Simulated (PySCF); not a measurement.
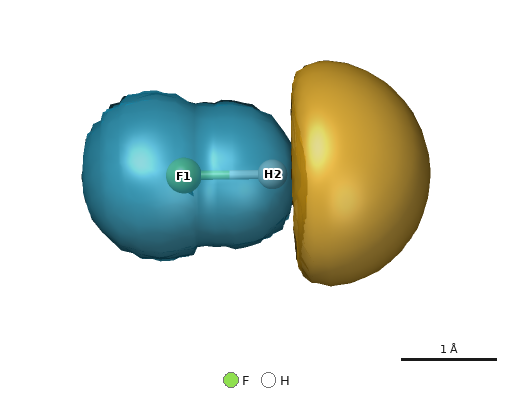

*FH, SMILES `F`. Unrelaxed difference density of S₃ less the ground state (full linear response singlet states), ±0.03 e/Å³; yellow: gain, teal: loss.*

Method: ωB97X/def2-SVPD; geometry: GFN2-xTB; program: PySCF. No frequency check shows the geometry to be a minimum.

Coordinates in Å:

```
F1       0.0932    0.0000    0.0000
H2      -0.8392    0.0000    0.0000
```

### How does the charge move on excitation?

0.77 e is displaced in all, of which about 0.5 e passes between atoms: F1 (0.51 e) loses electrons and H2 (0.51 e) gains them. The state: 14.25 eV (87 nm), f = 0.154 (bright), partly diffuse acceptor orbital; the leading pair carries 81 %; hole on F1 (85 %) and H2 (15 %), electron on H2 (66 %) and F1 (34 %) (atom shares of so diffuse an orbital are rough) (shares are of the whole state, not of the leading pair alone); their centroids lie 1.0 Å apart.
